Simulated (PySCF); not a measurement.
C$_{3}$H$_{9}$Sb, SMILES `C[Sb](C)C`.

Method: CAM-B3LYP/def2-SVP; geometry: GFN2-xTB; program: PySCF. Core potentials replace the inner electrons of Sb; spin–orbit coupling isn't included. No frequency check shows the geometry to be a minimum. GFN2-xTB bond lengths at metals and heavier atoms can be off by up to 0.1 Å and shapes distorted, which carries into these values. Without diffuse functions Rydberg states are missing, so the states' numbers hold for this basis only.

Geometry (Å), atoms numbered from 1:

```
C1       0.7955   -1.6383    0.7457
Sb2     -0.0010    0.0007   -0.4315
C3       1.0244    1.5036    0.7495
C4      -1.8142    0.1310    0.7514
H5       0.6908   -1.4139    1.8017
H6       1.8435   -1.7837    0.5138
H7       0.2560   -2.5511    0.5197
H8       0.8881    1.2942    1.8050
H9       0.6242    2.4872    0.5178
H10      2.0825    1.4961    0.5178
H11     -1.5641    0.1106    1.8066
H12     -2.3368    1.0527    0.5246
H13     -2.4649   -0.7042    0.5225
```

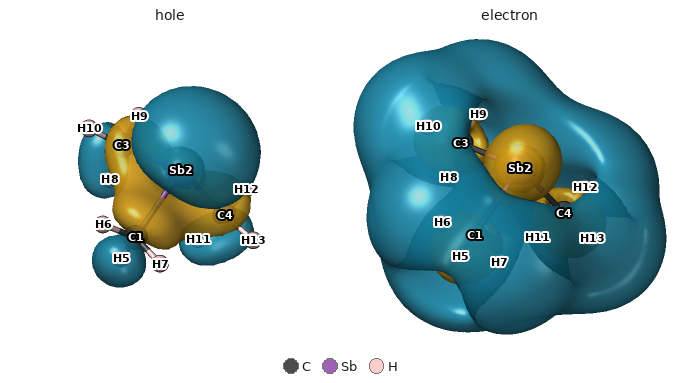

Leading natural transition orbital pair of S₄ (full linear response singlet states); the surfaces enclose about 85 % of each orbital's density.

Question: Where does the state lie, and where do hole and electron sit?

Answer: 7.46 eV (166 nm), f = 0.007, partly diffuse acceptor orbital, which a basis without diffuse functions describes poorly; the leading pair carries 99 %; hole on Sb2 (64 %) and C1, C3 and C4 (9 % each), electron on H5, H8 and H11 (10 % each), Sb2 (9 %) and C1, C3 and C4 (8 % each) (atom shares of so diffuse an orbital are rough); their centroids lie 1.5 Å apart; S₃ lies within 0.1 eV of it. In canonical orbitals it is mainly HOMO → LUMO+2 (98 %). The HOMO–LUMO gap is 9.21 eV.
